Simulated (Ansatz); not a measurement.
# Lattice dynamics of YS (Fm-3m), part 2 of 2

Wanted: phonon frequencies of YS (Fm-3m) and what follows from them.

Ansatz 0.2.0; DFT PBEsol, scalar-relativistic, plane waves, norm-conserving pseudopotentials.

So far. Step 3 (Relaxing to small forces for the phonons): The forces vanish by symmetry and the pressure is 0.000 GPa, within the tolerances set. The cell now holds 20.33 Å³/atom. Step 4 (Linear response at the zone centre): Before it was imposed, the acoustic sum rule was missed by 3.6e-5 eV/Å². Small misses are needed for a sound result but don't prove that mesh and cutoff are converged. The lowest optical mode is real, 300 cm⁻¹. The relaxed cell has a = 5.459 Å (conventional setting).

### 5. Phonons on a q mesh

Stability and thermal properties need the whole zone. Linear response on a 4×4×4 q mesh gives force constants as far as a supercell of that size would.

The input, input.yaml:

```yaml
crystal:
  lattice:
    - [0.0, 2.7293379418, 2.7293379418]
    - [2.7293379418, 0.0, 2.7293379418]
    - [2.7293379418, 2.7293379418, 0.0]
  atoms:
    - { symbol: "Y", position: [0.5, 0.5, 0.5] }
    - { symbol: S, position: [0.0, 0.0, 0.0] }
kpoints:
  mp_grid: { grid: [12, 12, 12] }
hamiltonian:
  xc: pbesol
  pseudopotentials: { kind: nc }
scf:
  occupations: { method: methfessel_paxton, width: 0.15 }
output:
  eigenvalues: true
phonons:
  method: dfpt
  qmesh: [4, 4, 4]
  temperatures: { t_max: 1000, t_step: 50 }
  qpath:
    path:
      - [[0.0, 0.0, 0.0], [0.5, 0.0, 0.5], [0.625, 0.25, 0.625]]
      - [[0.375, 0.375, 0.75], [0.0, 0.0, 0.0], [0.5, 0.5, 0.5], [0.5, 0.25, 0.75], [0.5, 0.0, 0.5]]
    npoints: 10
```

The run is started by

```bash
> ansatz run input.yaml --threads 4 --pin off --max-ram 7168MiB --backend cpu --events-out ev --progress --plain --runs-dir out
```

Numbers of over 12 decimals in the logs are rounded to 6 here.

The program printed:

```text
[...]
Crystal: 2 atoms, lattice volume = 40.663 Å³
Basis set: ecut = 979.609905 eV, 2741 PW (Γ), exchange–correlation on 80×80×80 points (8 copies of the dense FFT grid, shifted against one another)
Bands: 13, of which v1, the nominal top of the filled ones, is band 9 counted from 1 (8 counted from 0)
Symmetry: 48 space group operations
k-points: 72 of 1728
[...]
SCF iter   1: F=—  HF=-1413.890757 eV  |F-HF|=—  |Δ(HF+E_count)|=         —  Δρ=2.50e-2  dr2=2.89e-1  ethr=3.10e-3  ⟨swp⟩=6.6  Hψ=14053  notcnv=0
[...]
SCF iter   9: F=-1413.801400 eV  HF=-1413.801400 eV  |F-HF|=4.55e-13  |Δ(HF+E_count)|=  2.27e-13  S|Δr|=    0.00e0  Δρ=1.74e-8  dr2=4.91e-14  ethr=1.00e-12  ⟨swp⟩=13.1  Hψ=7285  notcnv=0
SCF 1 converged in 9 iterations: F = -1413.801400 eV  dr2 = 4.91e-14
phonons: the bands overlap, so this run is a metal and interpolates without the dipole-dipole term. If the crystal is really an insulator or semiconductor, its LO-TO splitting is missing
NSCF: frozen V_eff on 72 k-points
[...]
DFPT response loops at q = (0, 0, 0) (fractional): preconditioner auto → Kerker (q_TF=auto, 2.359 Å⁻¹) (partly filled bands, converged f_vac=0.000); β = 1.00, the filter's whole step (`scf.mixing.beta` (0.50) is not read by the response loops under this deck's `scf.mixing.preconditioner`; to damp them name `kerker` or `kerker_dos`, under which they read `scf.mixing.beta`, and type it under 1.00, their step now; both keys bind the ground state too); Broyden in place of MSR1
[...]
phonons.qmesh, q = [0.0000, 0.2500, -0.5000]: its response loops start from zero, take more passes and end by a threshold: the memory limit or budget leaves too little room for the subspace of the ground state's own states beside the solves, or none could be made (phonons.method)
[...]
SCF converged after 9 iterations
[...]
Free energy (F): -1413.801400 eV
[...]
Internal energy: -1413.803033 eV  (E = F + TS)
E sigma→0 (E₀):  -1413.801809 eV
Entropy (-TS):   0.001633 eV (0.816 meV/atom)
Fermi energy:    12.709649 eV
[...]
--- Band table (eV; the first three rows and the last of 72) ---
  k-point 0: bands = [... 5 lower, 9.3099, 9.3099, 9.3099, 12.4821, 12.4821, 12.4821, 13.3408, 13.3408, ... 4 higher]
  k-point 1: bands = [... 5 lower, 8.8949, 9.0924, 9.0924, 12.5761, 12.6298, 12.6298, 13.6790, 13.6790, ... 4 higher]
  k-point 2: bands = [... 5 lower, 8.0084, 8.6192, 8.6192, 12.7389, 13.0191, 13.0191, 14.5548, 14.5548, ... 4 higher]
  k-point 71: bands = [... 5 lower, 7.2012, 7.4678, 7.4678, 13.5481, 13.5481, 15.5368, 16.2058, 16.6386, ... 4 higher]
--- Phonons (Γ-DFPT): 2 representative perturbations + reference (Σ response iterations 5) ---
  ASR residual: 3.150e-5 → 0.000e0 eV/Å²; symmetrization residual: 4.976e-7 eV/Å²
  ASR residual per site (eV/Å²): 3.15e-5 1.20e-5
  Γ frequencies (cm⁻¹): 0.00 0.00 0.00 300.10 300.10 300.10
--- Phonons (arbitrary-q DFPT): 8 irreducible q on the 4×4×4 mesh ---
  q = [0.0000, 0.0000, 0.0000] (star 1, of the zone-centre solve; hermiticity 1.28e-7, symmetrization 3.53e-15): 0.00 0.00 0.00 300.10 300.10 300.10
  q = [0.0000, 0.0000, 0.2500] (star 8, 2 solved perturbations on 936 of 1728 k-point pairs; hermiticity 1.06e-7, symmetrization 8.05e-9, the responses' own estimated error 9.5e-5 eV/Å²): 99.04 99.04 121.21 293.58 295.56 295.56
[...]
q = [0.0000, 0.2500, 0.2500] (star 6, 4 solved perturbations in 1608 linear systems a pass and spin channel, the states on 510 of 1728 k-point pairs; hermiticity 1.43e-7, symmetrization 7.08e-10, the responses' own estimated error 1.0e-4 eV/Å²): 72.49 72.49 142.87 292.86 296.82 296.82
[...]
sum rule: each row above includes the acoustic sum rule's correction from the zone centre's row sums; it moved no ω² by more than (0.32 cm⁻¹)²
  mesh force constants: q→R imaginary residual 5.26e-18; ASR residual 3.150e-5 → 0.000e0 eV/Å²; symmetrization residual 6.217e-15 eV/Å²
  interpolated dispersion: 62 rows × 6 modes
  density of states and harmonic sums: on the 20×20×20 q-mesh, interpolated from the force constants of a 4×4×4 supercell (no non-analytic term)
  largest difference from the sums on the solved wave vectors: F 1.21e-2 eV, S 1.61e-5 and C_V 4.01e-6 eV/K
  zero-point energy: 0.075581 eV/cell   skipped modes (ω ≤ 0): 3   left out of the sums: 6.25e-5 of the cell's modes: C_V's classical limit lies that fraction below 3 k_B per atom; for a crystal, a wire or a layer, F and S can be off by more, and a phonons.interpolated_qmesh denser along its periods is the remedy for the sampling
```

The job ended after 9.5 min (4 threads of Arm Neoverse V2, shared host; peak memory 4.9 GiB; 37 min of CPU time).

This step gave:

| Item | Value |
| --- | --- |
| sum-rule residual before enforcement | 3.15e-5 eV/Å² |
| lowest frequency on the path | 0 cm⁻¹ |
| highest frequency on the path or at a solved wavevector | 301.8 cm⁻¹ |
| mean frequency | 203.2 cm⁻¹ |
| Debye temperature (second moment) | 413 K |
| logarithmic mean frequency | 180.6 cm⁻¹ |
| lowest mode on the q mesh (acoustic modes at Γ apart) | 72.49 cm⁻¹ |
| zero-point energy per atom | 37.79 meV |
| heat capacity at 300 K | 22.77 J/(mol atoms K) |
| vibrational entropy at 300 K | 29.67 J/(mol atoms K) |
| edges of the widest gap between branches, on path and mesh | 145.9, 281 cm⁻¹ |

Frequencies (cm⁻¹) solved at each irreducible wavevector; negative means imaginary. Frequencies by wavevector, by row:

```csv
q in reciprocal lattice units,star,mode 1,mode 2,mode 3,mode 4,mode 5,mode 6
0 0 0,1,0,0,0,300.1,300.1,300.1
0 0 0.25,8,99,99,121.2,293.6,295.6,295.6
0 0 -0.5,4,132.4,145.9,145.9,281,281,301.8
0 0.25 0.25,6,72.5,72.5,142.9,292.9,296.8,296.8
0 0.25 -0.5,24,105.2,121.3,124.7,290.8,291.7,295.6
0 0.25 -0.25,12,93.1,137.6,138.6,284.1,291.3,293.3
0 -0.5 -0.5,3,98,98,107.8,295.1,295.1,299.5
0.25 -0.5 -0.25,6,108.1,108.1,120.3,287.5,293.2,293.2
```

Interpolated from a 4×4×4 q mesh. Phonon branches along the path, in cm⁻¹:

```csv
point,branch 1,branch 2,branch 3,branch 4,branch 5,branch 6
Γ,0,0,0,300,300,300
X,98,98,108,295,295,300
U,89,121,124,292,292,294
jump to K,89,121,124,292,292,294
Γ,0,0,0,300,300,300
L,132,146,146,281,281,302
W,108,108,120,288,293,293
X,98,98,108,295,295,300
```

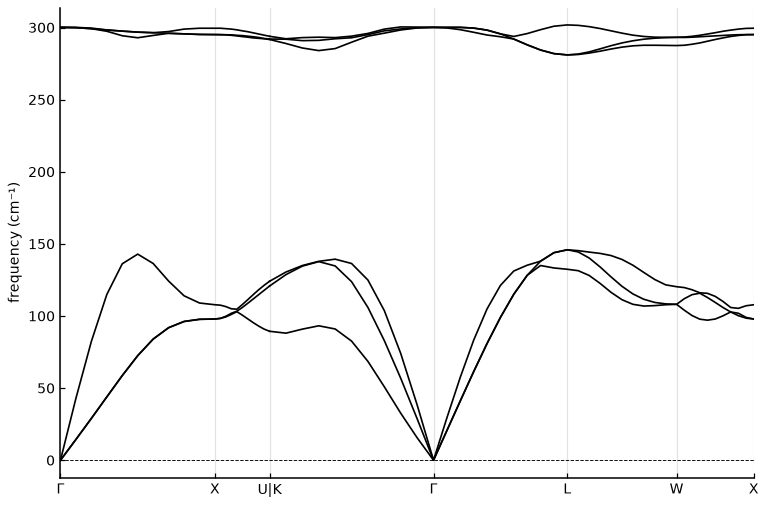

Phonon branches along the path.

The phonon density of states has structure finer than the step of the table below, so its rows give means over 20 cm⁻¹, whole bins alone (the curve runs from 2.5 to 302 cm⁻¹). Peaks (cm⁻¹: height): 137.5: 0.0750, 292.5: 0.287.

Tetrahedra on a 20×20×20 mesh, mean over bins of 5 cm-1. Interpolated from a 4×4×4 q mesh. Phonon density of states against wavenumber; means over each step:

```csv
wavenumber (cm⁻¹),phonon density of states (1/cm⁻¹/cell)
20,4.1e-4
40,0.00165
60,0.00380
80,0.00921
100,0.0434
120,0.0534
140,0.0380
160,1.6e-5
180,0
200,0
220,0
240,0
260,0
280,0.0475
```

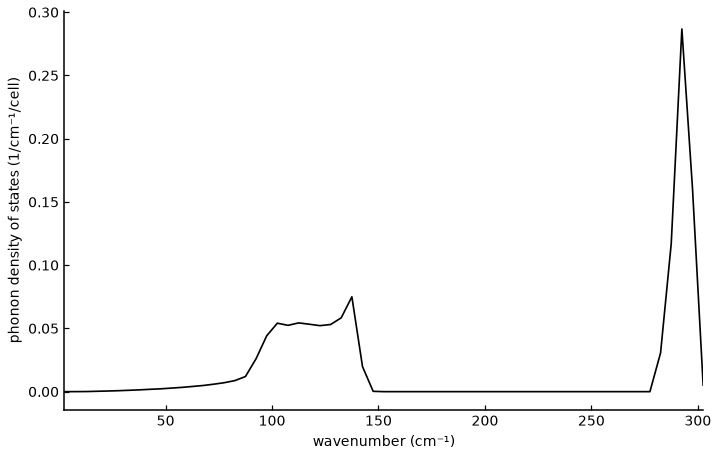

Phonon density of states against wavenumber.

The partial phonon density of states has structure finer than the step of the table below, so its rows give means over 25 cm⁻¹, whole bins alone (the curve runs from -10 to 321 cm⁻¹). Peaks (cm⁻¹: height): S 293.5: 0.239; Y 137.6: 0.0674, 293.5: 0.0381.

Phonopy on the run's constants, 17x17x17 mesh, Gaussian sigma 2.4 cm-1. Interpolated from a 4×4×4 q mesh. Table of partial phonon density of states by wavenumber; means over each step; values in 1/cm⁻¹/cell:

| wavenumber (cm⁻¹) | S | Y |
| --- | --- | --- |
| 25 | 2.0e-4 | 5.6e-4 |
| 50 | 6.3e-4 | 0.00192 |
| 75 | 0.00160 | 0.00541 |
| 100 | 0.00752 | 0.0343 |
| 125 | 0.00418 | 0.0512 |
| 150 | 1.5e-4 | 0.0124 |
| 175 | 0 | 0 |
| 200 | 0 | 0 |
| 225 | 0 | 0 |
| 250 | 0 | 0 |
| 275 | 0.0175 | 9.3e-4 |
| 300 | 0.0883 | 0.0134 |

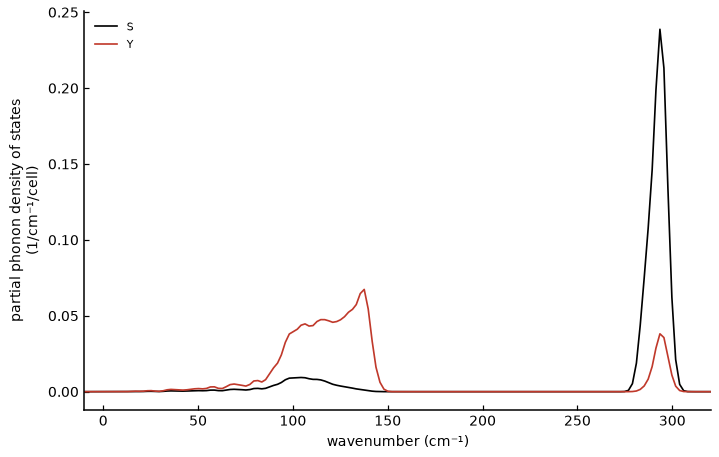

Partial phonon density of states, plotted against wavenumber.

Second derivatives of the energy by pair, one row for each kind of neighbour of each atom listed. Each entry sums the pair over the periodic images of the supercell that the q mesh stands for, and in a polar crystal it holds the long-range dipole part too. Force constants by pair, by row:

```csv
atom,neighbour,distance (Å),third of the trace (eV/Å²),along the pair's line (eV/Å²)
Y1,itself,0,7.319,–
Y1,S,2.729,-1.197,-3.269
Y1,Y,3.86,0.0278,0.072
Y1,S,4.727,-0.0571,-0.131
Y1,Y,5.459,0.1358,0.5404
Y1,S,6.103,-0.0195,-0.0729
Y1,Y,6.685,-0.0302,-0.0754
S2,itself,0,9.032,–
S2,Y,2.729,-1.197,-3.269
S2,S,3.86,-0.0323,-0.1432
S2,Y,4.727,-0.0571,-0.131
S2,S,5.459,-0.1134,-0.4068
S2,Y,6.103,-0.0195,-0.0729
S2,S,6.685,-0.0048,-0.0049
```

Harmonic thermodynamic functions per atom, from the density of states. Interpolated from a 4×4×4 q mesh. Thermodynamic functions, by row:

```
T (K)  F_vib (meV/atom)  S (J/mol-atom/K)  C_V (J/mol-atom/K)
    0             37.79                 0                   0
   50             37.46             2.415               5.735
  100             34.57             8.903               13.36
  200             18.87             20.85               20.51
  300             -7.54             29.67               22.77
  400             -41.9             36.36               23.67
  500            -82.44             41.69               24.12
  600              -128             46.11               24.36
  700            -177.8             49.88               24.51
  800            -231.2             53.16               24.61
  900            -287.9             56.06               24.68
 1000            -347.4             58.67               24.73
```

Harmonic mean-square displacement, third of the trace. Interpolated from a 4×4×4 q mesh. Mean square displacements, by row:

```
T (K)  Y1 U_eq (Å²)  S2 U_eq (Å²)
    0        0.0016       0.00224
  100       0.00259        0.0029
  300       0.00664       0.00603
  600       0.01305       0.01145
```

Symmetry leaves 8 wavevectors to solve. The lowest mode among them, the acoustic zeros apart, lies at q = (0, 0.25, 0.25) and is real, 72.5 cm⁻¹.

### 6. Results

| Property | Result |
| --- | --- |
| space group after relaxation (within 0.01 Å) | Fm-3m |
| volume per atom | 20.3 Å³ |
| electronic character | no gap on this mesh |
| highest optical mode at the zone centre (no LO-TO term) | 300 cm⁻¹ |
| lowest optical zone-centre mode | 300 cm⁻¹ |
| lowest mode on the q mesh (acoustic modes at Γ apart) | 72.5 cm⁻¹ |
| highest frequency on the path or at a solved wavevector | 302 cm⁻¹ |
| zero-point energy per atom | 37.8 meV |
| heat capacity at 300 K | 22.8 J/(mol atoms K) |
| vibrational entropy at 300 K | 29.7 J/(mol atoms K) |
| Debye temperature (second moment) | 413 K |
| imaginary modes on the 4×4×4 q mesh | none |

The structure is a minimum as far as tested: no mode is imaginary at the 8 irreducible wavevectors of the 4×4×4 mesh, and the softest away from the acoustic zeros lies at 72 cm⁻¹. The optical modes at Γ form one degenerate level at 300 cm⁻¹. The highest mode in this list at Γ, 300.1 cm⁻¹, is mostly motion of S (73 % of the kinetic energy). On the path and the mesh, the widest gap between branches runs from 146 to 281 cm⁻¹. With no gap, or one that is small against the smearing, the frequencies hang on the k mesh and the smearing, most of all near Kohn anomalies. The phonon runs are without spin polarisation, although the cell has an odd electron count. These are harmonic frequencies at zero temperature: anharmonic shifts, linewidths and thermal expansion are left out.

[Logs are printed without paths, hosts, clocks, repeated set-up lines and the standing remarks that a program may print on its own settings, such as how far it seeks lower states.]

[Hosts, paths, dates, database ids (printed as entryN), source tags and the programs' standing remarks are cut or masked in the printed files.]
